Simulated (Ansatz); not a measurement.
# TiIn2 (built on the sites of a database entry of HfB2): a soft mode frozen in

Aim: this structure of TiIn2 (built on the sites of a database entry of HfB2) is to be tested for unstable modes, and one is followed downhill.

Method: DFT PBEsol, scalar-relativistic, plane waves, PAW, in Ansatz 0.2.0.

The structure was built from a prototype and need not be the compound's stable phase.

## Step 1: Starting point

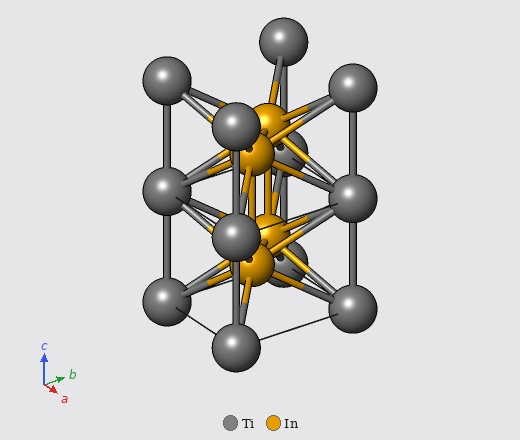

The starting structure, seen slightly off an axis (titanium grey, indium orange). 1×1×2 cells are drawn. Some periodic images of atoms are drawn too.

## Step 2: Phonons on a q mesh

The cell comes from relaxations at this level that are not shown. Stability and thermal properties need the whole zone. Linear response on a 2×2×4 q mesh gives force constants as far as a supercell of that size would.

The input, input.yaml:

```yaml
crystal:
  lattice:
    - [4.8611268095, 0.0, 0.0]
    - [-2.4305634048, 4.2098593081, 0.0]
    - [0.0, 0.0, 2.9644665336]
  atoms:
    - { symbol: Ti, position: [0.0, 0.0, 0.0] }
    - { symbol: In, position: [0.3333333333, 0.6666666667, 0.5] }
    - { symbol: In, position: [0.6666666667, 0.3333333333, 0.5] }
kpoints:
  mp_grid: { grid: [10, 10, 12] }
hamiltonian:
  xc: pbesol
scf:
  occupations: { method: methfessel_paxton, width: 0.15 }
output:
  eigenvalues: true
phonons:
  method: dfpt
  qmesh: [2, 2, 4]
  temperatures: { t_max: 1000, t_step: 50 }
  qpath:
    path:
      - [[0.0, 0.0, 0.0], [0.5, 0.0, 0.0], [0.33333333, 0.33333333, 0.0], [0.0, 0.0, 0.0], [0.0, 0.0, 0.5], [0.5, 0.0, 0.5], [0.33333333, 0.33333333, 0.5], [0.0, 0.0, 0.5]]
      - [[0.5, 0.0, 0.5], [0.5, 0.0, 0.0]]
      - [[0.33333333, 0.33333333, 0.5], [0.33333333, 0.33333333, 0.0]]
    npoints: 10
```

The run is started by

```console
$ ansatz run input.yaml --threads 8 --pin off --max-ram 14336MiB --backend cpu --events-out ev --progress --plain --runs-dir out
```

Numbers of over 12 decimals in the logs are rounded to 6 here.

What it wrote:

```text
Warning: phonons: the dynamical matrix that this run interpolates holds no multipole term above the dipole-dipole one, and a site of this crystal is no centre of inversion, so its interpolated transverse optical and acoustic branches and sound speeds can stay off near Gamma, and the density of states and the thermodynamics with them. What a run solves at a wave vector of phonons.qpoints, Gamma apart, where the deck admits one, is free of this, and under fd what a larger phonons.supercell samples
Engine: ansatz 0.2.0, aarch64-unknown-linux-gnu
Pseudopotentials: kind: paw
Pseudopotential: Ti, paw, valence charge 12, recommended cutoff 420 eV (normal), Ti.paw.azcp
Pseudopotential: In, paw, valence charge 13, recommended cutoff 420 eV (normal), In.paw.azcp
Functional definition: PBEsol
  exchange = pbesol_x
  correlation = pbesol_c
Crystal: 3 atoms, lattice volume = 60.667 Å³
Basis set: ecut = 420 eV, 1179 PW (Γ), exchange–correlation on 72×72×40 points (8 copies of the dense FFT grid, shifted against one another)
Bands: 23, of which v1, the nominal top of the filled ones, is band 19 counted from 1 (18 counted from 0)
Symmetry: 24 space group operations
k-points: 98 of 1200
Non-local potential: Ti, projectors of the file, l = 0: 3, l = 1: 2, l = 2: 3, l = 3: 1
Non-local potential: In, projectors of the file, l = 0: 2, l = 1: 2, l = 2: 2, l = 3: 2
PAW form: soft (Blöchl's): semilocal exchange-correlation on the pseudo side does not see the compensation charge
PAW frozen core: Ti, regenerated for the run's functional, and the local potential with it (the file was generated under x = pbe(κ = 0.804, μ = 0.219515), c = pbe(β = 0.066725))
PAW frozen core: In, regenerated for the run's functional, and the local potential with it (the file was generated under x = pbe(κ = 0.804, μ = 0.219515), c = pbe(β = 0.066725))
PAW one-centre angular grid: Ti, 590 points (default); XC on 64 Gauss nodes
PAW one-centre angular grid: In, 590 points (default); XC on 64 Gauss nodes
Initial density: superposition of atomic densities (neutral atoms: chi_scale 0, normalization atom), corrected by the library's trained network
Initial wavefunctions: pseudopotential atomic-orbital guess
Functional: x = pbesol(κ = 0.804, μ = 0.123457), c = pbesol(β = 0.046)
SCF iter   1: F=—  HF=-13524.605883 eV  |F-HF|=—  |Δ(HF+E_count)|=         —  Δρ=8.02e-3  dr2=5.07e-2  ethr=1.77e-3  ⟨swp⟩=5.6  Hψ=10478  notcnv=0
preconditioner: auto → none  [metal: Δε(μ)=0.015 eV  Ē_g=12.256 eV  σ=0.150 eV  W_gap=0.08  n_scr=8 (ndim 8)  ℏωp=26.1 eV  f_vac=0.000  D(μ)=4.64/eV (n_scr^D=56)  sad-step TF]
SCF iter   2: F=—  HF=-13524.599826 eV  |F-HF|=—  |Δ(HF+E_count)|=   6.06e-3  S|Δr|=    0.00e0  Δρ=4.96e-3  dr2=2.67e-2  ethr=1.34e-4  ⟨swp⟩=1.0  Hψ=3038  notcnv=0
SCF iter   3: F=—  HF=-13524.596383 eV  |F-HF|=—  |Δ(HF+E_count)|=   3.44e-3  S|Δr|=    0.00e0  Δρ=1.47e-3  dr2=2.43e-3  ethr=7.04e-5  ⟨swp⟩=2.0  Hψ=2580  notcnv=0
SCF iter   4: F=—  HF=-13524.595870 eV  |F-HF|=—  |Δ(HF+E_count)|=   5.13e-4  S|Δr|=    0.00e0  Δρ=1.55e-4  dr2=1.10e-5  ethr=6.41e-6  ⟨swp⟩=2.0  Hψ=3709  notcnv=0
SCF iter   5: F=—  HF=-13524.595869 eV  |F-HF|=—  |Δ(HF+E_count)|=   8.43e-7  S|Δr|=    0.00e0  Δρ=8.96e-5  dr2=3.03e-6  ethr=2.89e-8  ⟨swp⟩=2.0  Hψ=4146  notcnv=0
SCF iter   6: F=—  HF=-13524.595865 eV  |F-HF|=—  |Δ(HF+E_count)|=   4.39e-6  S|Δr|=    0.00e0  Δρ=1.04e-5  dr2=7.16e-8  ethr=7.97e-9  ⟨swp⟩=2.1  Hψ=3089  notcnv=0
SCF iter   7: F=—  HF=-13524.595865 eV  |F-HF|=—  |Δ(HF+E_count)|=   5.34e-9  S|Δr|=    0.00e0  Δρ=1.95e-6  dr2=1.91e-9  ethr=1.88e-10  ⟨swp⟩=2.0  Hψ=2777  notcnv=0
SCF iter   8: F=—  HF=-13524.595865 eV  |F-HF|=—  |Δ(HF+E_count)|=  6.51e-10  S|Δr|=    0.00e0  Δρ=4.16e-7  dr2=9.64e-11  ethr=5.02e-12  ⟨swp⟩=2.0  Hψ=2575  notcnv=0
SCF iter   9: F=-13524.595865 eV  HF=-13524.595865 eV  |F-HF|=3.64e-12  |Δ(HF+E_count)|=  1.27e-11  S|Δr|=    0.00e0  Δρ=4.24e-8  dr2=8.66e-13  ethr=1.00e-12  ⟨swp⟩=5.3  Hψ=9020  notcnv=0
SCF 1 converged in 9 iterations: F = -13524.595865 eV  dr2 = 8.66e-13
  greatest PAW one-centre occupation: 0.999 electrons in one spin orbital (limit 2), on the Ti atom at site 0 (counted from 0), in its partial waves of l = 0
Initial density: read from a saved state, or passed on in memory by an earlier SCF of this step, an earlier step, the calling program or the single point that the run made first
iter 1 solved again at ethr=6.59e-8 eV; its pass at ethr=3.10e-3 eV (dr2=2.51e-5 eV) is discarded
SCF iter   1: F=—  HF=-13524.595867 eV  |F-HF|=—  |Δ(HF+E_count)|=         —  Δρ=1.38e-7  dr2=9.15e-12  ethr=6.59e-8  ⟨swp⟩=3.0  Hψ=16004  notcnv=0
eigensolver tolerance schedule: the retry pair's looser diagonalisation over-reported the residual by 2737689.75 of it (diagonalisation noise at an unbounded share of the residual, at the tolerance the schedule requests for it); recorded, not acted on — ethr = c·dr2/N_el stays at c = 1.0e-1
preconditioner: auto → none  [metal: Δε(μ)=0.008 eV  Ē_g=12.229 eV  σ=0.150 eV  W_gap=0.04  n_scr=8 (ndim 8)  ℏωp=26.1 eV  f_vac=0.000  D(μ)=4.82/eV (n_scr^D=56)]
SCF iter   2: F=—  HF=-13524.595865 eV  |F-HF|=—  |Δ(HF+E_count)|=   1.99e-6  S|Δr|=    0.00e0  Δρ=1.34e-7  dr2=9.46e-12  ethr=1.00e-12  ⟨swp⟩=6.2  Hψ=9789  notcnv=0
SCF iter   3: F=-13524.595865 eV  HF=-13524.595865 eV  |F-HF|=1.82e-12  |Δ(HF+E_count)|=  9.09e-12  S|Δr|=    0.00e0  Δρ=7.49e-8  dr2=3.14e-12  ethr=1.00e-12  ⟨swp⟩=1.0  Hψ=4915  notcnv=0
SCF 2 converged in 3 iterations: F = -13524.595865 eV  dr2 = 3.14e-12
phonons: the bands overlap, so this run is a metal and interpolates without the dipole-dipole term. If the crystal is really an insulator or semiconductor, its LO-TO splitting is missing
NSCF: frozen V_eff on 98 k-points
NSCF: frozen V_eff on 217 k-points
DFPT response loops at q = (0, 0, 0) (fractional): preconditioner auto → Kerker (q_TF=auto, 2.524 Å⁻¹) (partly filled bands, converged f_vac=0.000); β = 1.00, the filter's whole step (`scf.mixing.beta` (0.50) is not read by the response loops under this deck's `scf.mixing.preconditioner`; to damp them name `kerker` or `kerker_dos`, under which they read `scf.mixing.beta`, and type it under 1.00, their step now; both keys bind the ground state too); Broyden in place of MSR1
NSCF: frozen V_eff on 744 k-points
DFPT response loops at q = (0, 0, 0.25) (fractional): mixed as the last ones told, above
NSCF: frozen V_eff on 434 k-points
DFPT response loops at q = (0, 0, -0.5) (fractional): mixed as the last ones told, above
NSCF: frozen V_eff on 434 k-points
DFPT response loops at q = (0, -0.5, 0) (fractional): mixed as the last ones told, above
NSCF: frozen V_eff on 744 k-points
DFPT response loops at q = (0, -0.5, 0.25) (fractional): mixed as the last ones told, above
NSCF: frozen V_eff on 434 k-points
DFPT response loops at q = (0, -0.5, -0.5) (fractional): mixed as the last ones told, above
SCF converged after 9 iterations
Stability not checked: this state was not tested for a lower state beside it, because cold or Methfessel-Paxton smearing, or corrected tetrahedra, fill the levels in a way that the test cannot read (fill_not_monotonic; see scf.lower_state_search)
Free energy (F): -13524.595865 eV
Harris-Foulkes:  -13524.595865 eV  (|F-HF|=3.64e-12)
Internal energy: -13524.591911 eV  (E = F + TS)
E sigma→0 (E₀):  -13524.594876 eV
Entropy (-TS):   -0.003954 eV (-1.318 meV/atom)
Fermi energy:    13.120718 eV
--- Per-component energies (eV) ---
  E_band       = -141.578867
  E_kinetic    = 760.844560
  E_local      = -2746.152308  (includes V_loc(G=0)·N_el)
  E_nonlocal   = 746.262127
  E_hartree    = 1098.316004
  E_xc         = -525.396833
  E_vxc        = -323.627288  (∫ρ·V_xc dr)
  E_paw        = -9190.137785  (= ΣΔE_a)
  E_vpaw       = -775.538158  (= ΣTr[D̂ρ^β])
  E_aug_tail   = 0.000170  (compensation charges beyond the density's cutoff)
  E_ewald      = -3668.939034
  E_core_change = 0.611189  (= ΣΔE_core)
  E_smearing   = -0.003954  (= −TS)
  E_closure    = -0.000000  (closes the sum)
  Σ components = -13524.595865   (vs F -13524.595865, Δ=0.00e0)
--- Band table (eV; the first three rows and the last of 98) ---
  k-point 0: bands = [... 15 lower, 10.4232, 10.4232, 11.2954, 12.1220, 14.0021, 14.0021, 14.8523, 14.8523]
  k-point 1: bands = [... 15 lower, 10.5549, 10.5549, 11.3938, 12.2536, 13.7425, 13.7425, 15.1772, 15.1772]
  k-point 2: bands = [... 15 lower, 10.9373, 10.9373, 11.6957, 12.5602, 13.3168, 13.3168, 15.8134, 15.8134]
  k-point 97: bands = [... 15 lower, 9.1101, 10.4212, 10.8620, 11.4368, 13.7348, 14.2408, 14.3865, 14.5738]
--- Phonons (Γ-DFPT): 4 representative perturbations + reference (Σ response iterations 12) ---
  ASR residual: 3.131e-5 → 0.000e0 eV/Å²; symmetrization residual: 2.250e-6 eV/Å²
  ASR residual per site (eV/Å²): 3.13e-5 1.88e-5 1.88e-5
  Γ frequencies (cm⁻¹): 0.00 0.00 0.00 30.83 120.49 120.49 134.88 161.00 161.00
--- Phonons (arbitrary-q DFPT): 6 irreducible q on the 2×2×4 mesh ---
  q = [0.0000, 0.0000, 0.0000] (star 1, of the zone-centre solve; hermiticity 7.50e-7, symmetrization 2.38e-10): -0.00 0.00 0.00 30.83 120.49 120.49 134.88 161.00 161.00
  q = [0.0000, 0.0000, 0.2500] (star 2, 4 solved perturbations in 1080 linear systems a pass and spin channel, the states on 372 of 1200 k-point pairs; hermiticity 1.28e-6, symmetrization 2.17e-9): 52.24 52.24 96.49 109.01 123.96 123.96 161.54 161.54 171.39
  q = [0.0000, 0.0000, -0.5000] (star 1, 4 solved perturbations in 630 linear systems a pass and spin channel, the states on 217 of 1200 k-point pairs; hermiticity 1.05e-8, symmetrization 6.88e-9): 61.52 61.52 133.25 139.02 149.81 149.81 160.21 162.22 162.22
  q = [0.0000, -0.5000, 0.0000] (star 3, 6 solved perturbations on 217 of 1200 k-point pairs; hermiticity 2.99e-6, symmetrization 2.68e-10): -121.84 -33.21 41.96 49.94 66.39 118.58 144.11 147.44 180.29
  q = [0.0000, -0.5000, 0.2500] (star 6, 6 solved perturbations on 372 of 1200 k-point pairs; hermiticity 6.41e-7, symmetrization 1.90e-10): -77.83 10.50 76.58 92.74 103.47 142.03 149.29 165.06 177.21
  q = [0.0000, -0.5000, -0.5000] (star 3, 6 solved perturbations on 217 of 1200 k-point pairs; hermiticity 2.26e-6, symmetrization 2.69e-8): 33.67 98.25 107.01 111.53 123.35 142.42 163.67 168.09 190.95
  sum rule: each row above includes the acoustic sum rule's correction from the zone centre's row sums; it moved no ω² by more than (0.42 cm⁻¹)²
  mesh force constants: q→R imaginary residual 1.03e-17; ASR residual 3.131e-5 → 0.000e0 eV/Å²; symmetrization residual 7.105e-15 eV/Å²
  interpolated dispersion: 93 rows × 9 modes
  density of states and harmonic sums: on the 16×16×24 q-mesh, interpolated from the force constants of a 2×2×4 supercell (no non-analytic term)
  largest difference from the sums on the solved wave vectors: F 7.56e-3 eV, S 1.80e-5 and C_V 1.24e-5 eV/K
  zero-point energy: 0.058963 eV/cell   skipped modes (ω ≤ 0): 307, of them read as no rigid motion or as one in doubt: 304 (8.154e-1 modes/cell left out, lowest -121.84 cm⁻¹)   left out of the sums: 9.07e-2 of the cell's modes: C_V's classical limit lies that fraction below 3 k_B per atom; for a crystal, a wire or a layer, F and S can be off by more, and a phonons.interpolated_qmesh denser along its periods is the remedy for the sampling
```

It took 8.4 min on 8 threads of Arm Neoverse N1, shared host; peak memory 1.8 GiB.

In the SCF lines HF is the Harris–Foulkes energy and dr2 the Hartree energy of the density residual, in eV; the loop may stop once dr2 is under the threshold and the program's other checks hold. Hψ counts applications of the Hamiltonian.

Numbers from this step:

```
volume per atom                                         : 20.22 Å³
gap on the k-mesh                                       : 0 eV
sum-rule residual before enforcement                    : 3.13e-5 eV/Å²
lowest frequency on the path                            : -121.8 cm⁻¹
point group                                             : 6/mmm
highest frequency on the path or at a solved wavevector : 190.9 cm⁻¹
highest optical mode at the zone centre (no LO-TO term) : 161 cm⁻¹
lowest optical zone-centre mode                         : 30.83 cm⁻¹
lowest mode on the q mesh (acoustic modes at Γ apart)   : -121.8 cm⁻¹
```

Frequencies (cm⁻¹) solved at each irreducible wavevector; negative means imaginary. Frequencies by wavevector, by row:

| q in reciprocal lattice units | star | mode 1 | mode 2 | mode 3 | mode 4 | mode 5 | mode 6 | mode 7 | mode 8 | mode 9 |
| --- | --- | --- | --- | --- | --- | --- | --- | --- | --- | --- |
| 0 0 0 | 1 | 0 | 0 | 0 | 30.8 | 120.5 | 120.5 | 134.9 | 161 | 161 |
| 0 0 0.25 | 2 | 52.2 | 52.2 | 96.5 | 109 | 124 | 124 | 161.5 | 161.5 | 171.4 |
| 0 0 -0.5 | 1 | 61.5 | 61.5 | 133.2 | 139 | 149.8 | 149.8 | 160.2 | 162.2 | 162.2 |
| 0 -0.5 0 | 3 | -121.8 | -33.2 | 42 | 49.9 | 66.4 | 118.6 | 144.1 | 147.4 | 180.3 |
| 0 -0.5 0.25 | 6 | -77.8 | 10.5 | 76.6 | 92.7 | 103.5 | 142 | 149.3 | 165.1 | 177.2 |
| 0 -0.5 -0.5 | 3 | 33.7 | 98.2 | 107 | 111.5 | 123.3 | 142.4 | 163.7 | 168.1 | 190.9 |

Interpolated from a 2×2×4 q mesh. Phonon branches along the path, in cm⁻¹:

| point | branch 1 | branch 2 | branch 3 | branch 4 | branch 5 | branch 6 | branch 7 | branch 8 | branch 9 |
| --- | --- | --- | --- | --- | --- | --- | --- | --- | --- |
| Γ | 0 | 0 | 0 | 31 | 120 | 120 | 135 | 161 | 161 |
| M | -122 | -33 | 42 | 50 | 66 | 119 | 144 | 147 | 180 |
| K | -76 | -76 | -48 | 47 | 47 | 136 | 136 | 150 | 173 |
| Γ | 0 | 0 | 0 | 31 | 120 | 120 | 135 | 161 | 161 |
| A | 62 | 62 | 133 | 139 | 150 | 150 | 160 | 162 | 162 |
| L | 34 | 98 | 107 | 112 | 123 | 142 | 164 | 168 | 191 |
| H | 20 | 102 | 102 | 125 | 125 | 129 | 172 | 172 | 182 |
| A | 62 | 62 | 133 | 139 | 150 | 150 | 160 | 162 | 162 |
| jump to L | 34 | 98 | 107 | 112 | 123 | 142 | 164 | 168 | 191 |
| M | -122 | -33 | 42 | 50 | 66 | 119 | 144 | 147 | 180 |
| jump to H | 20 | 102 | 102 | 125 | 125 | 129 | 172 | 172 | 182 |
| K | -76 | -76 | -48 | 47 | 47 | 136 | 136 | 150 | 173 |

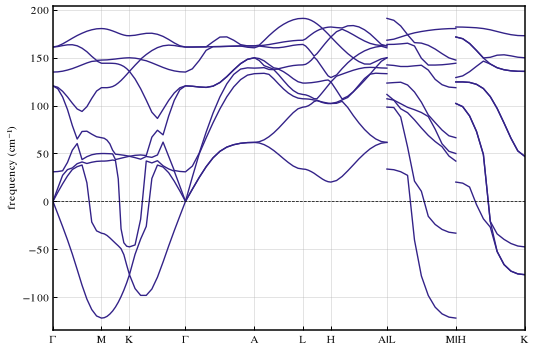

Phonon branches along the path.

Symmetry leaves 6 wavevectors to solve. The lowest mode among them, the acoustic zeros apart, lies at q = (0, -0.5, 0) and is imaginary, 121.8i cm⁻¹, so the energy falls along it.

## Step 3: The mode frozen in, largest atomic shift 0 Å

The mode followed lies at q = (0, -0.5, 0.25) with frequency 77.8i cm⁻¹, one of the unstable modes though not the softest. At small amplitude the distorted cell has space group no. 74 by a symmetry search on the positions. The undistorted cell that holds it gives the zero of energy on the same k mesh.

System of this step: TiIn2 (built on the sites of a database entry of HfB2). It takes space group P6/mmm (No. 191, hexagonal). The conventional cell has a = 4.861 Å, b = 4.861 Å, c = 2.964 Å, α = 90.00°, β = 90.00°, γ = 120.00°. Nearest to Ti lie 2 Ti at 2.96 Å and 12 In at 3.17 Å. Nearest to In lie 5 In at 2.81 to 2.96 Å and 6 Ti at 3.17 Å. Farther neighbours are not listed.

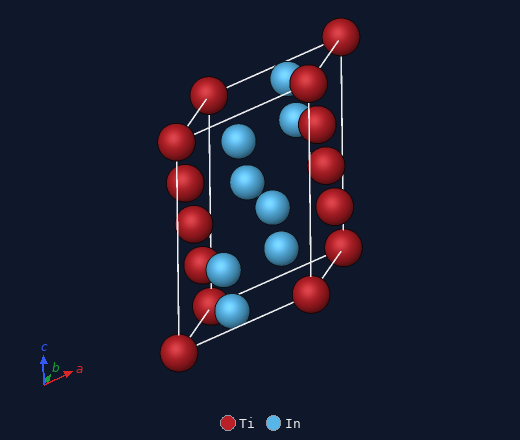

The cell of this step (titanium red, indium blue). Some periodic images of atoms are drawn too.

The input, input.yaml:

```yaml
crystal:
  lattice:
    - [-4.8611268095, 0.0, 0.0]
    - [-2.4305634048, -4.2098593081, -5.9289330673]
    - [-2.4305634048, -4.2098593081, 5.9289330673]
  atoms:
    - { symbol: Ti, position: [0.0, 0.0, 0.0] }
    - { symbol: Ti, position: [0.0, 0.75, 0.25] }
    - { symbol: Ti, position: [0.0, 0.5, 0.5] }
    - { symbol: Ti, position: [0.0, 0.25, 0.75] }
    - { symbol: In, position: [0.3333333333, 0.2916666667, 0.0416666667] }
    - { symbol: In, position: [0.3333333333, 0.0416666667, 0.2916666667] }
    - { symbol: In, position: [0.3333333333, 0.7916666667, 0.5416666667] }
    - { symbol: In, position: [0.3333333333, 0.5416666667, 0.7916666667] }
    - { symbol: In, position: [0.6666666667, 0.4583333333, 0.2083333333] }
    - { symbol: In, position: [0.6666666667, 0.2083333333, 0.4583333333] }
    - { symbol: In, position: [0.6666666667, 0.9583333333, 0.7083333333] }
    - { symbol: In, position: [0.6666666667, 0.7083333333, 0.9583333333] }
kpoints:
  mp_grid: { grid: [8, 8, 8] }
hamiltonian:
  xc: pbesol
scf:
  occupations: { method: methfessel_paxton, width: 0.15 }
output:
  forces: true
  stress: true
  eigenvalues: true
```

What it wrote:

```text
[...]
Crystal: 12 atoms, lattice volume = 242.667 Å³
Basis set: ecut = 420 eV, 4721 PW (Γ), exchange–correlation on 72×108×108 points (8 copies of the dense FFT grid, shifted against one another)
Bands: 92, of which v1, the nominal top of the filled ones, is band 76 counted from 1 (75 counted from 0)
Symmetry: 32 space group operations
[...]
k-points: 95 of 512
[...]
k-point 0: bands = [... 72 lower, 12.3203, 13.3585, 13.3585, 13.5084, 13.5084, 13.5601, 13.5601, 13.6274, ... 12 higher]
  k-point 1: bands = [... 72 lower, 12.2579, 12.9272, 13.2999, 13.3805, 13.4189, 13.4979, 13.5551, 13.7967, ... 12 higher]
  k-point 2: bands = [... 72 lower, 12.3542, 12.5180, 12.7831, 13.2376, 13.3379, 13.4136, 13.5376, 13.5404, ... 12 higher]
  k-point 94: bands = [... 72 lower, 12.1531, 12.1531, 13.1236, 13.1236, 13.2440, 13.2440, 13.7737, 13.7737, ... 12 higher]
[key lines of the parts left out:]
SCF converged after 7 iterations
Free energy (F): -54098.394514 eV
Fermi energy:    13.122603 eV
P = ⅓ Tr σ = -0.0487 GPa (-0.487 kbar)
```

Elapsed: 26 s, on 8 threads; peak memory 2.2 GiB.

Numbers from this step:

| Quantity | Value |
| --- | --- |
| pressure | -0.04872 GPa |
| energy from the undistorted cell | 0 meV/atom |

The run ends at a pressure of -0.05 GPa, with forces up to 0.0016 eV/Å.

(Part 1 of 2 ends here.)

[Logs are printed without paths, hosts, clocks, repeated set-up lines and the standing remarks that a program may print on its own settings, such as how far it seeks lower states.]

[Hosts, paths, dates, database ids (printed as entryN), source tags and the programs' standing remarks are cut or masked in the printed files.]
